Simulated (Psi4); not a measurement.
**[BCl2]+ (SMILES Cl[B+]Cl): MP2/cc-pVDZ (Cholesky decomposition, density fitting for correlation, cholesky tolerance 1e-05, sweep point 7)**

What is the vertical ionisation energy of [BCl2]+ at MP2/cc-pVDZ (Cholesky decomposition, density fitting for correlation, cholesky tolerance 1e-05, sweep point 7)? 

The calculation is run with Psi4 1.11.

2 further runs of the same task are left out: 2 set aside as unsound or not needed.

### 1 The structure to begin with

The species is [BCl2]+ (3 atoms), meant as a singlet with charge +1. As SMILES, `Cl[B+]Cl`. Geometry: relaxed at GFN2-xTB.

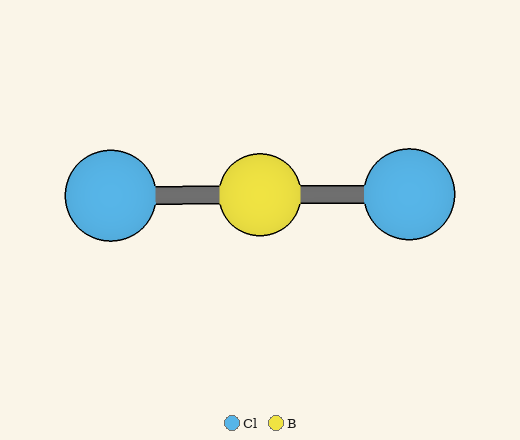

Viewed from a chosen angle; chlorine blue, boron yellow.

### 2 A single-point energy at MP2/cc-pVDZ (Cholesky decomposition, density fitting for correlation, cholesky tolerance 1e-05, sweep point 7)

The input, job.inp:

```
memory 1600 MB

molecule {
  1 1
  Cl    -1.238380     0.766480    -0.591300
  B      0.000740     0.001360     0.000550
  Cl     1.237640    -0.767840     0.590740
  units angstrom
  symmetry c1
}

set basis cc-pVDZ
set puream true
set scf_type cd
set num_frozen_docc 11
set cholesky_tolerance 1e-05

energy("mp2")
```

The run is started by

```console
$ psi4 -i job.inp -o job.out -n 1
```

job.out:

```text
[...]
  Running in c1 symmetry.
[...]
  Nuclear repulsion =  105.883521863230627
[...]
  Multiplicity = 1
[...]
  Nalpha       = 19
  Nbeta        = 19
[...]
    Number of basis functions: 50
[...]
   @RHF iter   1:  -943.40931512832515    3.95048e-01   4.43437e-03 DIIS/ADIIS
[...]
   @RHF iter   9:  -943.44263733916455   -4.43379e-12   4.34456e-09 DIIS
[...]
    Orbital Energies [Eh]
    ---------------------
    Doubly Occupied:
       1A   -105.144987     2A   -105.144919     3A    -10.874603
       4A    -10.874515     5A     -8.342007     6A     -8.341922
       7A     -8.338212     8A     -8.338212     9A     -8.338130
      10A     -8.338130    11A     -8.043784    12A     -1.456883
      13A     -1.434634    14A     -0.952197    15A     -0.898951
      16A     -0.817752    17A     -0.817751    18A     -0.749630
      19A     -0.749629
[...]
  @RHF Final Energy:  -943.44263733916455
   => Energetics <=
    Nuclear Repulsion Energy =            105.8835218632306265
    One-Electron Energy =               -1502.6586222363655452
    Two-Electron Energy =                 453.3324630339703276
    Total Energy =                       -943.4426373391645484
[...]
 Multipole Moments:
 ------------------------------------------------------------------------------------
     Multipole            Electronic (a.u.)      Nuclear  (a.u.)        Total (a.u.)
 ------------------------------------------------------------------------------------
 L = 1.  Multiply by 2.5417464519 to convert [e a0] to [Debye]
 Dipole X            :          0.0028510           -0.0007888            0.0020622
 Dipole Y            :          0.0027504           -0.0011783            0.0015720
 Dipole Z            :         -0.0000000           -0.0000000           -0.0000000
 Magnitude           :                                                    0.0025931
[...]
```

Run time: 8.1 s. Hardware: 1 thread of AMD EPYC 7R43 (Zen 3), shared host; peak memory 0.29 GiB.

### 3 Doublet [BCl2]2+, same level

The input, bcl2.in:

```
memory 1600 MB

molecule m {
  2 2
  Cl    -1.238380     0.766480    -0.591300
  B      0.000740     0.001360     0.000550
  Cl     1.237640    -0.767840     0.590740
  symmetry c1
}

set basis cc-pVDZ
set reference uhf
set puream true
set scf_type cd
set num_frozen_docc 11
set cholesky_tolerance 1e-05
set maxiter 150

E, wfn = energy('mp2', return_wfn=True)
```

The run is started by

```console
$ psi4 -n 1 bcl2.in bcl2.out
```

bcl2.out:

```text
[...]
  Running in c1 symmetry.
[...]
  Nuclear repulsion =  105.883521863230627
[...]
  Multiplicity = 2
[...]
  Nalpha       = 19
  Nbeta        = 18
[...]
    Number of basis functions: 50
[...]
   @UHF iter   1:  -942.64095404305783    1.16341e+00   6.58549e-03 DIIS/ADIIS
[...]
   @UHF iter  17:  -942.73360582529256   -1.13687e-12   2.27712e-09 DIIS
[...]
   @S^2 Observed:                8.924532947E-01
[...]
    Orbital Energies [Eh]
    ---------------------
    Alpha Occupied:
       1A   -105.487033     2A   -105.485443     3A    -11.210470
       4A    -11.208893     5A     -8.688958     6A     -8.687216
       7A     -8.674349     8A     -8.672814     9A     -8.670360
      10A     -8.668833    11A     -8.296238    12A     -1.776626
      13A     -1.761795    14A     -1.238767    15A     -1.194708
      16A     -1.146664    17A     -1.106113    18A     -1.104148
      19A     -1.052222
    Alpha Virtual:
      20A     -0.400820    21A     -0.396215    22A     -0.309694
      23A     -0.140846    24A     -0.083338    25A     -0.067943
[...]
  @UHF Final Energy:  -942.73360582529256
   => Energetics <=
    Nuclear Repulsion Energy =            105.8835218632306265
    One-Electron Energy =               -1490.5765358671962986
    Two-Electron Energy =                 441.9594081786730726
    Total Energy =                       -942.7336058252924431
  UHF NO Occupations:
  HONO-2 :   17  A 1.9983316
  HONO-1 :   18  A 1.9316852
[...]
 Multipole Moments:
 ------------------------------------------------------------------------------------
     Multipole            Electronic (a.u.)      Nuclear  (a.u.)        Total (a.u.)
 ------------------------------------------------------------------------------------
 L = 1.  Multiply by 2.5417464519 to convert [e a0] to [Debye]
 Dipole X            :         -0.0096386           -0.0007888           -0.0104273
 Dipole Y            :          0.0096336           -0.0011783            0.0084552
 Dipole Z            :          0.0000000           -0.0000000            0.0000000
 Magnitude           :                                                    0.0134246
[...]
```

Wall time 8.1 s (1 thread of AMD EPYC 7R43 (Zen 3), shared host); peak memory 0.33 GiB.

### 4 What came out

Level: MP2/cc-pVDZ (Cholesky decomposition, density fitting for correlation, cholesky tolerance 1e-05, sweep point 7), 11 core orbitals frozen.

| quantity | value |
| --- | --- |
| singlet [BCl2]+: total energy | -943.77687 Eh |
| singlet [BCl2]+: HOMO energy (Hartree–Fock orbitals) | -20.40 eV |
| singlet [BCl2]+: LUMO energy (Hartree–Fock orbitals) | -4.06 eV |
| singlet [BCl2]+: HOMO–LUMO gap (Hartree–Fock orbitals) | 16.34 eV |
| singlet [BCl2]+: correlation energy (11 core orbitals frozen) | -334.2 mEh |
| doublet [BCl2]2+: total energy | -943.04262 Eh |
| doublet [BCl2]2+: HOMO energy (Hartree–Fock orbitals) (highest over α and β) | -26.82 eV |
| doublet [BCl2]2+: LUMO energy (Hartree–Fock orbitals) (lowest over α and β) | -18.13 eV |
| doublet [BCl2]2+: correlation energy (11 core orbitals frozen) | -309.0 mEh |
| doublet [BCl2]2+: ⟨S²⟩ of the reference determinant | 0.892 |
| vertical ionisation energy (to the doublet dication) | 19.980 eV |

In words: Removing an electron at fixed nuclei costs 19.98 eV (461 kcal/mol). ⟨S²⟩ (doublet [BCl2]2+) is 0.89 where a pure doublet has 0.75: the reference is spin-contaminated.
